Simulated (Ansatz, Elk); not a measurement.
## Bonding as seen by X-rays: LiCu2SnAs2

Structure refinements treat a crystal as free atoms side by side. For a made-up structure of LiCu2SnAs2 (cell and positions from a PBEsol relaxation) the runs below show what the calculated density changes in F(hkl).

Main program and level: Elk 11.2.3 (patched build); DFT, PBE, all-electron APW+lo, Dirac cores, scalar-relativistic bands, static density, no spin.

The structure was built from a prototype and need not be the compound's stable phase.

## (1) The starting structure

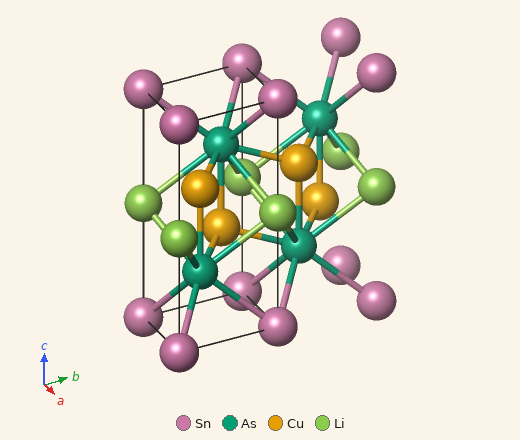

The cell as given, slightly off an axis (tin pink, arsenic teal, copper orange, lithium green). 1×2×1 cells are drawn. Bonds to atoms that aren't drawn are left out. Some periodic images of atoms are drawn too.

## (2) Ground state and structure factors

An all-electron density is needed, since X-rays see the cores too. Task 0 finds the density and task 195 Fourier-transforms it; tshift is off so that phases refer to the origin typed.

elk.in

```
tasks
  0
  195

xctype
  20

spinpol
  .false.

rgkmax
  7.0

gmaxvr
  14.0

lmaxo
  7

lmaxapw
  8

swidth
  0.002

tshift
  .false.

ramdisk
  .false.

hmaxvr
  5.5

maxscl
  120

epspot
  1e-06

sppath
  './'

avec
  7.72108159581 0.00000000000 -0.00000000000
  -3.86054079790 6.68665280666 -0.00000000000
  -0.00000000000 -0.00000000000 13.09974561869

atoms
  4
  'Sn.in'
  1
  0.0000000000 0.0000000000 0.0000000000   0.000000 0.000000 0.000000
  'As.in'
  2
  0.6666666667 0.3333333333 0.2655355417   0.000000 0.000000 0.000000
  0.3333333333 0.6666666667 0.7344644583   0.000000 0.000000 0.000000
  'Cu.in'
  2
  0.6666666667 0.3333333333 0.6289855697   0.000000 0.000000 0.000000
  0.3333333333 0.6666666667 0.3710144303   0.000000 0.000000 0.000000
  'Li.in'
  1
  -0.0000000000 0.0000000000 0.5000000000   0.000000 0.000000 0.000000

ngridk
  6 6 4
```

Launch:

```sh
> OMP_NUM_THREADS=4 elk
```

Numbers of over 12 decimals in the logs are rounded to 6 here.

The log of the run:

```text
┌─────────────────────────┐
│ Elk code version 11.2.3 │
└─────────────────────────┘

All units are atomic (Hartree, Bohr, etc.)

┌─────────────────────────────────────────────────┐
│ Ground-state run starting from atomic densities │
└─────────────────────────────────────────────────┘

Lattice vectors :
   7.721081596       0.000000000      -0.000000000
  -3.860540798       6.686652807      -0.000000000
  -0.000000000      -0.000000000       13.09974562

Reciprocal lattice vectors :
  0.8137700954      0.4698303837       0.000000000
   0.000000000      0.9396607673       0.000000000
   0.000000000       0.000000000      0.4796417801

Unit cell volume      :    676.3161809
Brillouin zone volume :   0.3667666403

Muffin-tin inner radius fraction :   0.1000000000E-01

Nuclei treated as point charges

Species : 1 (Sn)
 parameters loaded from : Sn.in
 name : tin
 nuclear charge    :   -50.00000000
 electronic charge :    50.00000000
 atomic mass :    216395.0922
 muffin-tin radius :    2.600000000
 number of radial points in muffin-tin :   1193
 inner part over the whole radius :   0.9914297220E-02
 number on inner part of muffin-tin    :    850
 approximate nuclear radius :   0.8828114845E-04
 number of mesh points to nuclear radius :    428
 atomic positions (lattice), magnetic fields (Cartesian) :
  1 :   0.00000000  0.00000000  0.00000000    0.00000000  0.00000000  0.00000000

Species : 2 (As)
 parameters loaded from : As.in
 name : arsenic
 nuclear charge    :   -33.00000000
 electronic charge :    33.00000000
 atomic mass :    136573.7220
 muffin-tin radius :    2.308501876
 number of radial points in muffin-tin :    993
 inner part over the whole radius :   0.9975118979E-02
 number on inner part of muffin-tin    :    702
 approximate nuclear radius :   0.7712558785E-04
 number of mesh points to nuclear radius :    342
 atomic positions (lattice), magnetic fields (Cartesian) :
  1 :  -0.33333333  0.33333333  0.26553554    0.00000000  0.00000000  0.00000000
  2 :   0.33333333 -0.33333333 -0.26553554    0.00000000  0.00000000  0.00000000

Species : 3 (Cu)
 parameters loaded from : Cu.in
 name : copper
 nuclear charge    :   -29.00000000
 electronic charge :    29.00000000
 atomic mass :    115837.2717
 muffin-tin radius :    2.308501876
 number of radial points in muffin-tin :    993
 inner part over the whole radius :   0.9850367978E-02
 number on inner part of muffin-tin    :    700
 approximate nuclear radius :   0.7406004541E-04
 number of mesh points to nuclear radius :    337
 atomic positions (lattice), magnetic fields (Cartesian) :
  1 :  -0.33333333  0.33333333 -0.37101443    0.00000000  0.00000000  0.00000000
  2 :   0.33333333 -0.33333333  0.37101443    0.00000000  0.00000000  0.00000000

Species : 4 (Li)
 parameters loaded from : Li.in
 name : lithium
 nuclear charge    :   -3.000000000
 electronic charge :    3.000000000
 atomic mass :    12652.66898
 muffin-tin radius :    1.800000000
 number of radial points in muffin-tin :    593
 inner part over the whole radius :   0.9806707936E-02
 number on inner part of muffin-tin    :    401
 approximate nuclear radius :   0.4000070961E-04
 number of mesh points to nuclear radius :    148
 atomic positions (lattice), magnetic fields (Cartesian) :
  1 :   0.00000000  0.00000000  0.50000000    0.00000000  0.00000000  0.00000000

Total number of atoms per unit cell :    6
Total muffin-tin volume :    304.1802959
 ratio of muffin-tin to unit cell volume :   0.4497604885

Spin treatment :
 spin-unpolarised

Number of Bravais lattice symmetries :   24
Number of crystal symmetries         :   12
Crystal has inversion symmetry
Real symmetric eigensolver will be used

k-point grid :      6     6     4
k-point offset :    0.000000000       0.000000000       0.000000000
k-point set is reduced with full crystal symmetry group
Total number of k-points :       24

Muffin-tin radius times maximum |G+k| :    7.000000000
 using average radius
Maximum |G+k| for APW functions       :    3.080532264
[...]
Estimated direct band gap   :   0.9590318512E-02
 at k-point 1

Charges :
 core                        :    90.00000000
 valence                     :    87.00000000
 interstitial                :    8.848894437
 muffin-tins (core leakage)
  species : 1 (Sn)
   atom 1                    :    47.85014048     (  0.6735598195E-04)
  species : 2 (As)
[...]
species : 3 (Cu)
[...]
species : 4 (Li)
   atom 1                    :    2.275295863     (   0.000000000    )
 total in muffin-tins        :    168.1511056
 total calculated charge     :    176.9985711
 total charge                :    177.0000000
 error                       :   0.1428908405E-02

RMS change in Kohn-Sham potential (target) :    4.650302708     (  0.1000000000E-05)
Absolute change in total energy (target)   :    1.029947154     (  0.1000000000E-03)

[... loops 3 to 18 left out ...]

┌──────────────────┐
│ Loop number : 19 │
└──────────────────┘

Energies :
 Fermi                       :     0.247684
 sum of occupied eigenvalues :     -8236.5380310847
 electron kinetic            :      14503.373111469
 core electron kinetic       :      13525.846204563
 Coulomb                     :     -28051.883449028
 Coulomb potential           :     -22127.498411569
 nuclear-nuclear             :     -1725.9305159361
 electron-nuclear            :     -30564.852993434
 Hartree                     :      4238.9000603420
 Madelung                    :     -16988.134243243
 xc potential                :     -612.41273098479
 exchange                    :     -461.52683683069
 correlation                 :     -8.839544
 electron entropic           :    -0.79676551949218E-03
 total energy                :     -14018.877514912

Density of states at Fermi energy :    58.70506524
 (states/Hartree/unit cell)

Estimated indirect band gap :   0.4636318470E-02
 from k-point 3 to k-point 2
Estimated direct band gap   :   0.1095018137E-01
 at k-point 1

Charges :
 core                        :    90.00000000
 valence                     :    87.00000000
 interstitial                :    8.098586948
 muffin-tins (core leakage)
  species : 1 (Sn)
[...]
species : 2 (As)
[...]
species : 3 (Cu)
[...]
species : 4 (Li)
   atom 1                    :    2.197933887     (   0.000000000    )
 total in muffin-tins        :    168.9014131
 total calculated charge     :    176.9986943
 total charge                :    177.0000000
 error                       :   0.1305722037E-02

RMS change in Kohn-Sham potential (target) :   0.6034713405E-06 (  0.1000000000E-05)
Absolute change in total energy (target)   :   0.2519408190E-04 (  0.1000000000E-03)

Convergence targets achieved

┌──────────────────┐
│ Loop number : 20 │
└──────────────────┘

Energies :
 Fermi                       :     0.247684
 sum of occupied eigenvalues :     -8236.5380361521
 electron kinetic            :      14503.373111275
 core electron kinetic       :      13525.846203463
 Coulomb                     :     -28051.883451098
 Coulomb potential           :     -22127.498409562
 nuclear-nuclear             :     -1725.9305159361
 electron-nuclear            :     -30564.852999343
 Hartree                     :      4238.9000641809
 Madelung                    :     -16988.134246317
 xc potential                :     -612.41273786487
 exchange                    :     -461.52683702749
 correlation                 :     -8.839544
 electron entropic           :    -0.79676541180748E-03
 total energy                :     -14018.877517377

Density of states at Fermi energy :    58.70505377
 (states/Hartree/unit cell)

Estimated indirect band gap :   0.4636328745E-02
 from k-point 3 to k-point 2
Estimated direct band gap   :   0.1095019007E-01
 at k-point 1

Charges :
 core                        :    90.00000000
 valence                     :    87.00000000
 interstitial                :    8.098586944
 muffin-tins (core leakage)
  species : 1 (Sn)
[...]
species : 2 (As)
[...]
atom 2                    :    31.27605620     (  0.2486368092E-03)
  species : 3 (Cu)
   atom 1                    :    28.07592591     (  0.2655613395E-03)
   atom 2                    :    28.07592591     (  0.2655613395E-03)
  species : 4 (Li)
   atom 1                    :    2.197933887     (   0.000000000    )
 total in muffin-tins        :    168.9014131
 total calculated charge     :    176.9986943
 total charge                :    177.0000000
 error                       :   0.1305722067E-02

┌──────────────────────────────┐
│ Self-consistent loop stopped │
└──────────────────────────────┘

Warning : core states of species 2 leak from the muffin-tin :   0.2486368092E-03

Warning : core states of species 3 leak from the muffin-tin :   0.2655613395E-03

Wrote STATE.OUT
```

It took 37 s on 4 threads of AMD EPYC 7B13 (Zen 3), shared host; peak memory 0.27 GiB; 1.8 min of CPU time.

SFACRHO.OUT:

```text

h k l indices transformed by vhmat matrix:
   1.000000000       0.000000000       0.000000000    
   0.000000000       1.000000000       0.000000000    
   0.000000000       0.000000000       1.000000000    

      h      k      l  multipl.   |H|            Re(F)            Im(F)           |F|

      0      0      0      1   0.0000000       177.00000     -0.26434247E-16   177.00000    
      0      0     -1      2  0.47964178      0.62945691     -0.14315840E-13  0.62945691    
      1     -1      0      6  0.93966077      -8.4755462     -0.29449100E-17   8.4755462    
      0      0      2      2  0.95928356      -13.118654      0.18280201E-13   13.118654    
     -1      1     -1      6   1.0549970       43.573282     -0.84284577E-14   43.573282    
      1     -1     -1      6   1.0549970       77.814372     -0.49259126E-14   77.814372    
      1     -1     -2      6   1.3428281       100.06559      0.26256569E-13   100.06559    
      0     -1     -2      6   1.3428281       37.419537     -0.20671140E-13   37.419537    
      0      0      3      2   1.4389253       86.636222     -0.32182017E-13   86.636222    
     -1      2      0      6   1.6275402       131.34108      0.62114820E-16   131.34108    
     -2      1     -1     12   1.6967449       1.6994458     -0.28356846E-13   1.6994458    
     -1      1      3      6   1.7185658      -51.102531      0.28784177E-13   51.102531    
     -1      0      3      6   1.7185658       76.084165     -0.20490071E-13   76.084165    
      2     -2      0      6   1.8793215      -6.1480599      0.88625711E-17   6.1480599    
     -2      1     -2     12   1.8892094      -10.259234     -0.32461793E-13   10.259234    
      0      0     -4      2   1.9185671       39.586119     -0.15645897E-13   39.586119    
     -2      2      1      6   1.9395633       35.148879      0.25517600E-14   35.148879    
      0      2      1      6   1.9395633       64.093771     -0.21419278E-14   64.093771
```

Elk indexes on the primitive cell of elk.in and gives |H| = 4π sin θ/λ in inverse bohr. Below, one row stands for each form hkl of the conventional cell (m members, Friedel mates merged), F is for one primitive cell and the density is static (no thermal factor). Free-atom factors are Waasmaier and Kirfel's, and R is Σm||F|−|F'||/Σm|F|.

| hkl | m | sin θ/λ (Å⁻¹) | abs F, DFT | neutral atoms | diff. |
| --- | --- | --- | --- | --- | --- |
| 001 | 2 | 0.072 | 0.629 | 0.793 | -0.163 |
| 100 | 6 | 0.141 | 8.476 | 8.567 | -0.091 |
| 002 | 2 | 0.144 | 13.119 | 12.986 | +0.132 |
| 011 | 6 | 0.159 | 43.573 | 44.197 | -0.623 |
| 101 | 6 | 0.159 | 77.814 | 77.596 | +0.218 |
| 102 | 6 | 0.202 | 100.066 | 100.567 | -0.501 |
| 012 | 6 | 0.202 | 37.419 | 36.946 | +0.474 |
| 003 | 2 | 0.216 | 86.636 | 87.210 | -0.573 |
| 110 | 6 | 0.245 | 131.341 | 132.318 | -0.977 |
| 111 | 12 | 0.255 | 1.699 | 1.197 | +0.503 |
| 103 | 6 | 0.258 | 51.102 | 51.908 | -0.805 |
| 013 | 6 | 0.258 | 76.084 | 76.340 | -0.256 |
| 200 | 6 | 0.283 | 6.148 | 6.550 | -0.402 |
| 112 | 12 | 0.284 | 10.259 | 10.495 | -0.236 |
| 004 | 2 | 0.288 | 39.586 | 39.289 | +0.297 |
| 201 | 6 | 0.292 | 35.149 | 35.501 | -0.352 |
| 021 | 6 | 0.292 | 64.094 | 64.174 | -0.080 |
| 202 | 6 | 0.317 | 32.453 | 32.258 | +0.195 |

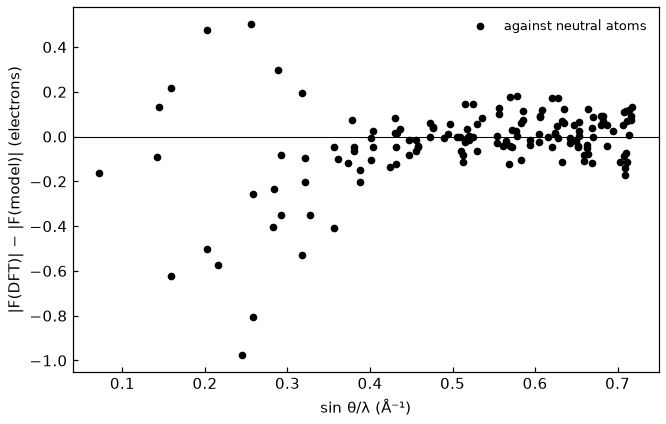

Difference between the calculated structure factors and the independent-atom ones.

## (3) The highest occupied states alone

An energy window below the Fermi level keeps the highest occupied states, to see at which angles they scatter; shallow core shells can lie inside it and anion s states outside. No new self-consistency is needed.

elk.in: that of step 2 with these lines changed.

```diff
@@ -1,3 +1,2 @@
 tasks
-  0
   195
@@ -40,2 +39,5 @@
 
+wsfac
+  -0.303560 0.547680
+
 sppath
```

Launch:

```sh
> OMP_NUM_THREADS=4 elk
```

The log of the run:

```text
┌─────────────────────────────────┐
│ Elk code version 11.2.3 started │
└─────────────────────────────────┘

Info(readinput): the functional depends on the density's gradient
 muffin-tin radial points multiplied by    2.00000
 (not where nrmtscf is given)

┌────────────────────┐
│ Current task : 195 │
└────────────────────┘
Info(checkmt): changed muffin-tin radius of species 2 (As) from   2.4000 to   2.3085
Info(checkmt): changed muffin-tin radius of species 3 (Cu) from   2.4000 to   2.3085

Info(sfacrho): density structure factors written to SFACRHO.OUT

 Energy window :  -0.3035600000      0.5476800000

┌──────────────────┐
│ Elk code stopped │
└──────────────────┘
```

The job ended after 11 s (4 threads; peak memory 0.18 GiB; 14 s of CPU time).

States within 15 eV below the Fermi level hold 37.00 electrons; any levels below the window count with the cores. Their amplitudes can exceed the total, where window and core parts have opposite phase:

| hkl | sin θ/λ (Å⁻¹) | abs F, window | abs F, all |
| --- | --- | --- | --- |
| 001 | 0.072 | 12.602 | 0.629 |
| 100 | 0.141 | 9.283 | 8.476 |
| 002 | 0.144 | 3.772 | 13.119 |
| 011 | 0.159 | 13.053 | 43.573 |
| 101 | 0.159 | 0.676 | 77.814 |
| 102 | 0.202 | 12.673 | 100.066 |
| 012 | 0.202 | 10.035 | 37.419 |
| 003 | 0.216 | 10.004 | 86.636 |
| 110 | 0.245 | 11.697 | 131.341 |
| 111 | 0.255 | 7.634 | 1.699 |

## (4) Another functional

The difference from free atoms is small, so it is set against the change that LDA (Perdew-Wang) makes.

elk.in: that of step 3 with these lines changed.

```diff
@@ -1,2 +1,3 @@
 tasks
+  0
   195
@@ -4,3 +5,3 @@
 xctype
-  20
+  3
 
@@ -39,5 +40,2 @@
 
-wsfac
-  -0.303560 0.547680
-
 sppath
```

Launch:

```sh
> OMP_NUM_THREADS=4 elk
```

The log of the run:

```text
┌─────────────────────────┐
│ Elk code version 11.2.3 │
└─────────────────────────┘

All units are atomic (Hartree, Bohr, etc.)

┌─────────────────────────────────────────────────┐
│ Ground-state run starting from atomic densities │
└─────────────────────────────────────────────────┘

Lattice vectors :
   7.721081596       0.000000000      -0.000000000
  -3.860540798       6.686652807      -0.000000000
  -0.000000000      -0.000000000       13.09974562

Reciprocal lattice vectors :
  0.8137700954      0.4698303837       0.000000000
[...]
atom 2                    :    28.09268497     (  0.2754977356E-03)
  species : 4 (Li)
   atom 1                    :    2.198540929     (   0.000000000    )
 total in muffin-tins        :    168.9810902
 total calculated charge     :    176.9986892
 total charge                :    177.0000000
 error                       :   0.1310769460E-02

┌──────────────────────────────┐
│ Self-consistent loop stopped │
└──────────────────────────────┘

Warning : core states of species 2 leak from the muffin-tin :   0.2498624602E-03

Warning : core states of species 3 leak from the muffin-tin :   0.2754977356E-03

Wrote STATE.OUT
[key lines of the parts left out:]
total energy                :     -14002.301321833
```

Elapsed: 20 s, on 4 threads; peak memory 0.2 GiB; 57 s of CPU time.

Against the first run R = 0.06 %; the largest change is -0.083 at 300.

## (5) A coarser k-mesh

About half the k-points along each axis test the sampling.

elk.in: that of step 4 with these lines changed.

```diff
@@ -5,3 +5,3 @@
 xctype
-  3
+  20
 
@@ -66,2 +66,2 @@
 ngridk
-  6 6 4
+  3 3 2
```

Launch:

```sh
> OMP_NUM_THREADS=4 elk
```

The log of the run:

```text
┌─────────────────────────┐
│ Elk code version 11.2.3 │
└─────────────────────────┘

All units are atomic (Hartree, Bohr, etc.)

┌─────────────────────────────────────────────────┐
│ Ground-state run starting from atomic densities │
└─────────────────────────────────────────────────┘

Lattice vectors :
   7.721081596       0.000000000      -0.000000000
  -3.860540798       6.686652807      -0.000000000
  -0.000000000      -0.000000000       13.09974562

Reciprocal lattice vectors :
  0.8137700954      0.4698303837       0.000000000
[...]
atom 2                    :    28.07151273     (  0.2651974897E-03)
  species : 4 (Li)
   atom 1                    :    2.195283517     (   0.000000000    )
 total in muffin-tins        :    168.9196655
 total calculated charge     :    176.9986338
 total charge                :    177.0000000
 error                       :   0.1366239791E-02

┌──────────────────────────────┐
│ Self-consistent loop stopped │
└──────────────────────────────┘

Warning : core states of species 2 leak from the muffin-tin :   0.2489710283E-03

Warning : core states of species 3 leak from the muffin-tin :   0.2651974897E-03

Wrote STATE.OUT
[key lines of the parts left out:]
total energy                :     -14018.864019253
```

The job ended after 23 s (4 threads; peak memory 0.26 GiB).

Against the first run R = 0.01 %; the largest change is +0.023 at 101.

## (6) Settings against the effect

| run | R against the first run (%) | R against neutral atoms, low angle (%) | wall time |
| --- | --- | --- | --- |
| PBE, rgkmax 7 | 0.00 | 0.95 | 37 s |
| LDA (Perdew-Wang) | 0.06 | 0.94 | 20 s |
| k-mesh 3×3×2 | 0.01 | 0.96 | 23 s |

## (7) What came out

| Property | Result |
| --- | --- |
| R against neutral atoms, sin θ/λ < 0.3 Å⁻¹ | 0.95 % |
| R against neutral atoms, 0.3 to 0.72 Å⁻¹ | 0.24 % |

What this shows: Independent neutral atoms miss the calculated amplitudes by R = 0.95 % below 0.3 Å⁻¹ and 0.24 % from there to 0.72 Å⁻¹; by shells, 1.45 % below 0.15 Å⁻¹ (3 forms), 0.94 % 0.15 to 0.3 (14 forms), 0.29 % 0.3 to 0.45 (27 forms), 0.22 % above 0.45 (105 forms). Bonding, aspherical density and the tables' own atoms all enter these figures, and the runs don't part them. The largest change of an amplitude is -0.98 electrons, at 110. Weak lines can change much in proportion: 111 goes from 1.20 to 1.70. The window's part falls from 37.0 electrons at the origin to at most 4.86 between 0.45 and 0.72 Å⁻¹, where compact states inside the window still scatter. Below 0.3 Å⁻¹ the changes that finished (LDA (Perdew-Wang) and k-mesh 3×3×2) move F by R = 0.03 % at most, against the 0.95 % that separates it from free atoms. The basis has no finished test. These runs have no spin, though d or f shells may be open. Part of the difference isn't bonding: the tables are fits to free atoms and ions calculated by other methods than this functional. Thermal motion, anomalous dispersion and extinction are left out.

[Logs are printed without paths, hosts, clocks, repeated set-up lines and the standing remarks that a program may print on its own settings, such as how far it seeks lower states.]

[Hosts, paths, dates, database ids (printed as entryN), source tags and the programs' standing remarks are cut or masked in the printed files.]
